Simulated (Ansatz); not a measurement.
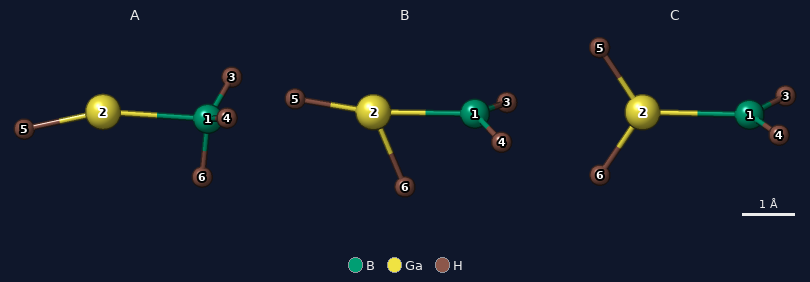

3 geometries from a converged minimum-energy path of GaBH$_{4}$, shuffled. A ball-and-stick model, seen at a tilt.

All numbers below come from RKS BHLYP/def2-SVP (Ansatz). Set-up: 5 movable images; climbing image; force threshold 0.05 eV/Å; iteration limit 60; starting path through a guess of the saddle point.

Q: Which of them lies highest in energy?

A: B. In order along the path, whose images run from 0 to 6: C (image 0, 0.0 kcal/mol), B (image 3, +9.9 kcal/mol), A (image 5, −9.6 kcal/mol). A hydrogen atom shifts from one atom to another. Breaking: Ga2–H6 (1.57 → 1.66 at the top → 2.61 Å). Forming: B1–H6 (3.20 → 2.08 at the top → 1.21 Å).

The run took 2.6 min on 1 thread of Arm Neoverse V2, with other jobs on the host, peak memory 0.12 GiB.
